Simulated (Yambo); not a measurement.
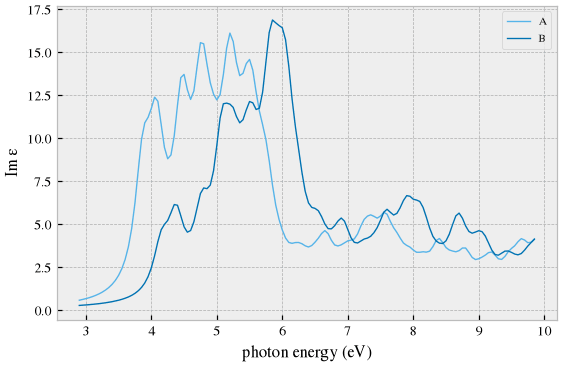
Two computed absorption spectra of AgBr (space group P2_1/m, No. 11) under isotropic strain of -3 % on all lattice vectors (Yambo, PBEsol bands with the same scissor, field along x)

Axes are Cartesian, with cell vectors (Å) (3.89, 0.00, 0.04), (0.00, 3.89, 0.00), (-0.05, 0.00, 5.50).

**Question.** Which curve includes the electron-hole attraction (BSE)?

**Answer.** Curve A: the attraction moves weight to lower energy (centre of the plotted range 5.9 eV against 6.4 eV). Settings: 4×4×4 mesh, 16 valence and 8 conduction bands, static screening with 63 bands and a 4 Ry block, scissor 1.21 eV, Tamm-Dancoff. The scissor comes from a G0W0 run whose convergence isn't established. Broadening 0.15 eV. The band window holds all transitions up to 12.2 eV. On this mesh the peak heights and the fine structure are mesh artefacts; only the shift of weight is robust.

Spin-orbit coupling is not included.

Geometry strained from the cell relaxed with PBEsol, atoms relaxed again; primitive cell a = 3.893 Å, b = 3.894 Å, c = 5.501 Å, α = γ = 90.00°, β = 89.87°.

This is not the ordinary phase of the substance; no match was found in the copy of COD used, and its stability was not checked.
